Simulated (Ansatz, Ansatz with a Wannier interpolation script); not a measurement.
# K3GaF6 (Fm-3m): quasiparticle bands by Wannier interpolation, part 2 of 2

Aim: the G0W0 bands of K3GaF6 (Fm-3m) along the symmetry lines, with the gap off the mesh.

Ansatz 0.2.0; LDA, Wannier functions and G0W0, plane waves, PAW. Known limits of the many-body steps: not at the basis limit; no spin-orbit coupling.

So far. Step 3 (Wannier functions (F:2p Ga:4s Ga:4p K:4s) on 8×8×8): Near the gap the model misses directly solved bands by 1.3 meV r.m.s. and by 15 meV at most in the window tested. This tests the starting bands, not the corrections carried with them. Step 4 (G0W0 at every point of the mesh: 4×4×4 mesh, 611 empty …): The gap on the mesh goes from 5.86 eV to 9.80 eV, a correction of +3.94 eV.

## (5) Interpolating the corrections

A script adds the corrections, carried to the Wannier functions and back, to the LDA levels, along the path and on a 13×13×13 mesh.

- G0W0 gap over the zone: 9.802 eV
- valence top at: Γ
- conduction bottom at: Γ
- starting gap over the zone: 5.865 eV
- least direct G0W0 gap: 9.802 eV
- G0W0 gap on the mesh: 9.802 eV
- valence width, start: 2.701 eV
- valence width, G0W0: 2.748 eV
- gap by a rigid shift: 9.802 eV

Levels solved directly plus the interpolated quasiparticle correction. Limits: finite bands, cutoff and mesh; no spin-orbit coupling. The quasiparticle bands at the labelled points (eV, zero at the valence-band top of each set):

```
    point  band 38  band 39  band 40  band 41  band 42
        Γ    -0.45     0.00     0.00     0.00     9.80
        X    -0.53    -0.35    -0.35    -0.01    12.55
        U    -0.31    -0.30    -0.27    -0.07    12.59
jump to K    -0.31    -0.30    -0.27    -0.07    12.58
        Γ    -0.45     0.00     0.00     0.00     9.80
        L    -0.25    -0.13    -0.13    -0.12    12.03
        W    -0.35    -0.31    -0.15    -0.15    12.87
        X    -0.53    -0.35    -0.35    -0.01    12.55
```

The same for LDA:

```
point  band 38  band 39  band 40  band 41  band 42
    Γ    -0.48     0.00     0.00     0.00     5.86
    X    -0.55    -0.31    -0.31    -0.01     8.03
    U    -0.39    -0.26    -0.23    -0.06     8.14
    K    -0.39    -0.26    -0.23    -0.06     8.14
    Γ    -0.48     0.00     0.00     0.00     5.86
    L    -0.31    -0.12    -0.12    -0.10     7.74
    W    -0.39    -0.31    -0.13    -0.13     8.23
    X    -0.55    -0.31    -0.31    -0.01     8.03
```

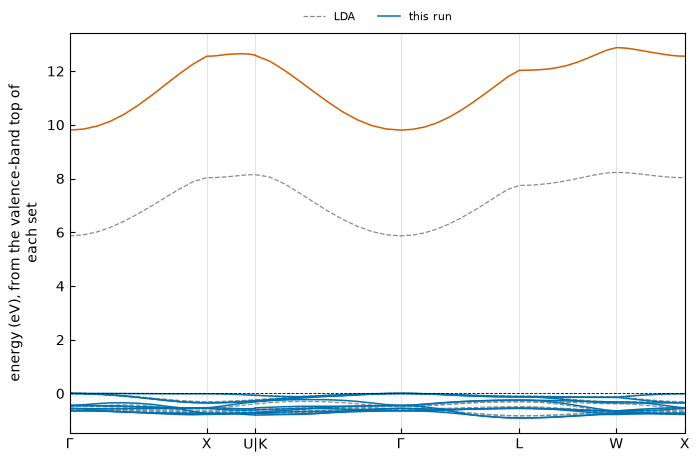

Quasiparticle bands along the path; lines of filled and empty bands in two colours; dashed: LDA.

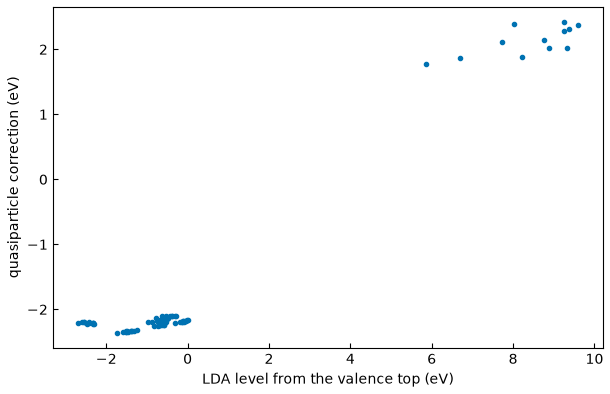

The correction of every computed level, on the run's own energy scale, against its starting energy.

## (6) LDA+SOC bands, for comparison

Spin-orbit coupling can split or shift the edges; a non-collinear run measures by how much.

This step: DFT, LDA with spin-orbit coupling, plane waves, PAW.

The input, input.yaml:

```yaml
crystal:
  lattice:
    - [0.0, 4.33245, 4.33245]
    - [4.33245, 0.0, 4.33245]
    - [4.33245, 4.33245, 0.0]
  atoms:
    - { symbol: K, position: [0.25, 0.25, 0.25] }
    - { symbol: K, position: [0.75, 0.75, 0.75] }
    - { symbol: K, position: [0.0, 0.0, 0.0] }
    - { symbol: Ga, position: [0.5, 0.5, 0.5] }
    - { symbol: F, position: [0.7175099285, 0.2824900715, 0.2824900715] }
    - { symbol: F, position: [0.2824900715, 0.7175099285, 0.2824900715] }
    - { symbol: F, position: [0.2824900715, 0.7175099285, 0.7175099285] }
    - { symbol: F, position: [0.7175099285, 0.2824900715, 0.7175099285] }
    - { symbol: F, position: [0.2824900715, 0.2824900715, 0.7175099285] }
    - { symbol: F, position: [0.7175099285, 0.7175099285, 0.2824900715] }
kpoints:
  mp_grid: { grid: [4, 4, 4] }
  band_path:
    path:
      - [[0.0, 0.0, 0.0], [0.5, 0.0, 0.5], [0.625, 0.25, 0.625]]
      - [[0.375, 0.375, 0.75], [0.0, 0.0, 0.0], [0.5, 0.5, 0.5], [0.5, 0.25, 0.75], [0.5, 0.0, 0.5]]
    npoints: 10
hamiltonian:
  xc: lda
scf:
  occupations: { method: fermi_dirac, width: 0.02 }
  n_extra_bands: 14
magnetization:
  noncollinear: true
  spin_orbit: true
output:
  eigenvalues: true
```

The run is started by

```bash
$ ansatz run input.yaml --threads 4 --pin off --max-ram 18432MiB --backend cpu --events-out ev --progress --plain --runs-dir out
```

Numbers of over 12 decimals in the logs are rounded to 6 here.

Log:

```text
[...]
non-collinear run that drives no moment, with spin-orbit: no starting moment large enough to seed its density (crystal.atoms[].spin), no starting occupations that ask for one, no magnetisation constraint and no magnetic field, so the semilocal B_xc is pinned to zero
Crystal: 10 atoms, lattice volume = 162.641 Å³
Basis set: ecut = 420 eV, 3143 PW (Γ)
Bands: 96, of which v1, the nominal top of the filled ones, is band 82 counted from 1 (81 counted from 0)
Symmetry: 48 space group operations + 48 with time reversal
[...]
k-points: 8 of 64
Projection manifold: j_resolved (fully-relativistic pseudo-atomic orbitals)
[...]
SCF iter   1: F=—  HF=-12981.766950 eV  |F-HF|=—  |Δ(HF+E_count)|=         —  Δρ=1.61e-1  dr2=3.63e1  dr2_m=0.00e0 (ungated)  ethr=3.10e-3  |M|=0.00e0 ∫|m|=0.00e0 μB  |m|>n=0.0e0 m-floor=0.0e0 τ_xc=0.0e0  β_m=0.30  ⟨swp⟩=9.4  Hψ=2016  notcnv=0
[...]
spin=Noncollinear: Resta preconditioning applied to the charge; magnetization (m_x, m_y, m_z) channels mix plain (no charge-response kernel on spin).
SCF iter   2: F=—  HF=-12972.903264 eV  |F-HF|=—  |Δ(HF+E_count)|=    8.86e0  Δρ=6.07e-2  dr2=6.82e0  dr2_m=0.00e0 (ungated)  ethr=3.10e-3  |M|=0.00e0 ∫|m|=0.00e0 μB  |m|>n=0.0e0 m-floor=0.0e0 τ_xc=0.0e0  β_m=0.38  ⟨swp⟩=4.2  Hψ=881  notcnv=0  defer=68
[...]
SCF iter  10: F=-12969.876415 eV  HF=-12969.876415 eV  |F-HF|=1.66e-9  |Δ(HF+E_count)|=   4.58e-8  Δρ=1.27e-6  dr2=3.58e-9  dr2_m=0.00e0 (ungated)  ethr=1.22e-10  |M|=0.00e0 ∫|m|=0.00e0 μB  |m|>n=0.0e0 m-floor=0.0e0 τ_xc=0.0e0  ⟨swp⟩=12.8  Hψ=1522  notcnv=0
SCF 1 converged in 10 iterations: F = -12969.876415 eV  dr2 = 3.58e-9
[...]
SCF converged after 10 iterations
Magnetization: |M| = 0.0000 μB,  M = (+0.0000, +0.0000, +0.0000) μB
Absolute magnetization: 0.0000 μB (∫|m|)
  site 0: m = (+0.0000, +0.0000, +0.0000) μB, |m| = 0.0000 μB  (R = 1.27 Å)
  site 1: m = (+0.0000, +0.0000, +0.0000) μB, |m| = 0.0000 μB  (R = 1.27 Å)
  site 2: m = (+0.0000, +0.0000, +0.0000) μB, |m| = 0.0000 μB  (R = 1.01 Å)
  site 3: m = (+0.0000, +0.0000, +0.0000) μB, |m| = 0.0000 μB  (R = 0.78 Å)
  site 4: m = (+0.0000, +0.0000, +0.0000) μB, |m| = 0.0000 μB  (R = 0.78 Å)
  site 5: m = (+0.0000, +0.0000, +0.0000) μB, |m| = 0.0000 μB  (R = 0.78 Å)
  site 6: m = (+0.0000, +0.0000, +0.0000) μB, |m| = 0.0000 μB  (R = 0.78 Å)
  site 7: m = (+0.0000, +0.0000, +0.0000) μB, |m| = 0.0000 μB  (R = 0.78 Å)
  site 8: m = (+0.0000, +0.0000, +0.0000) μB, |m| = 0.0000 μB  (R = 0.78 Å)
  site 9: m = (+0.0000, +0.0000, +0.0000) μB, |m| = 0.0000 μB  (R = 0.78 Å)
Free energy (F): -12969.876415 eV
[...]
Internal energy: -12969.876415 eV  (E = F + TS)
E sigma→0 (E₀):  -12969.876415 eV
Fermi energy:    4.067923 eV
[...]
--- Band table (eV; the first three rows and the last of 8) ---
  k-point 0: bands = [... 78 lower, 1.1202, 1.1202, 1.1202, 1.1202, 6.9741, 6.9741, 10.3502, 10.3502, ... 10 higher]
  k-point 1: bands = [... 78 lower, 1.0554, 1.0554, 1.0705, 1.0705, 7.6192, 7.6192, 10.4953, 10.4953, ... 10 higher]
  k-point 2: bands = [... 78 lower, 1.0036, 1.0036, 1.0159, 1.0159, 8.8521, 8.8521, 9.3375, 9.3375, ... 10 higher]
  k-point 7: bands = [... 78 lower, 0.9739, 0.9739, 0.9913, 0.9913, 9.3356, 9.3356, 9.9978, 9.9978, ... 10 higher]
```

Wall time 63 s (4 threads of Arm Neoverse V1, shared host); peak memory 1.6 GiB.

This step gave:

* filled bands: 82
* gap: 5.854 eV
* valence top at: Γ
* conduction bottom at: Γ
* least direct gap: 5.854 eV

The gap stands −0.01 eV against LDA.

The electronic bands at the labelled points (eV, zero at the top of the highest nominally filled band):

```
    point  band 79  band 80  band 81  band 82  band 83  band 84  band 85  band 86
        Γ     0.00     0.00     0.00     0.00     5.85     5.85     9.23     9.23
        X    -0.31    -0.31    -0.02    -0.02     8.02     8.02     8.42     8.42
        U    -0.24    -0.24    -0.07    -0.07     8.13     8.13     8.68     8.68
jump to K    -0.24    -0.24    -0.07    -0.07     8.13     8.13     8.68     8.68
        Γ     0.00     0.00     0.00     0.00     5.85     5.85     9.23     9.23
        L    -0.12    -0.12    -0.10    -0.10     7.73     7.73     8.22     8.22
        W    -0.15    -0.15    -0.13    -0.13     8.22     8.22     8.88     8.88
        X    -0.31    -0.31    -0.02    -0.02     8.02     8.02     8.42     8.42
```

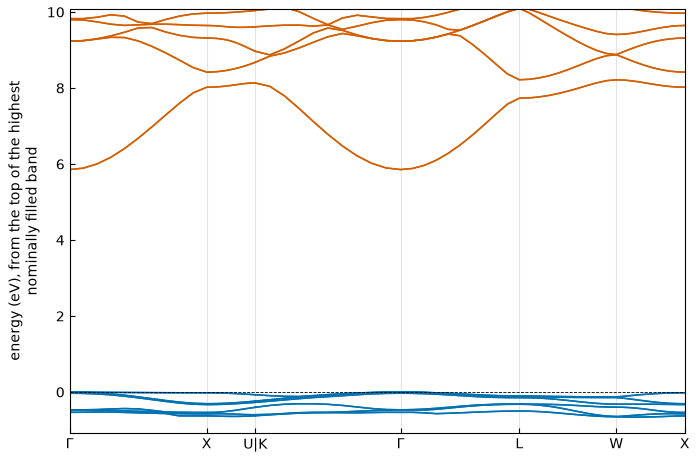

Electronic bands along the path; lines of filled and empty bands in two colours.

## (7) Results

```yaml
lda_gap: 5.86 eV
g0w0_gap_over_the_zone: 9.80 eV, direct
least_direct_g0w0_gap_in_the_model: 9.80 eV
with_the_spin_orbit_change: 9.79 eV
gw_settings: 4×4×4 mesh, 611 empty bands, screening to 140 eV
known_limits: not at the basis limit; no spin-orbit coupling
```

The Wannier model follows the LDA bands to 1 meV r.m.s. near the gap. The G0W0 gap over the zone is 9.80 eV, direct, from Γ to Γ; on the mesh alone it is 9.80 eV, nearly the same. The valence width in the model goes from 2.70 eV to 2.75 eV. LDA+SOC gives a gap of 5.85 eV on the same path, a spin-orbit change of −0.01 eV that would bring the G0W0 gap to 9.79 eV. Bands and cutoff are finite, so the gap is not at the basis limit. The miss can reach some tenths of an eV and take either sign; the mesh is an error of its own. Beside the filled d shell of Ga, one-shot G0W0 from a semilocal start often leaves the gap short. Above the frozen window of the model the interpolated levels need not meet the computed ones, even at points of the mesh.

[Paths, hosts, dates, memory and timing lines, banners, echoed tables and standing remarks are left out of the program output.]

[Logs are printed without paths, hosts, clocks, repeated set-up lines and the standing remarks that a program may print on its own settings, such as how far it seeks lower states.]

[Runs of the session that timed out or met a known fault of the program may be left out.]

[Hosts, paths, dates, database ids (printed as entryN), source tags and the programs' standing remarks are cut or masked in the printed files.]
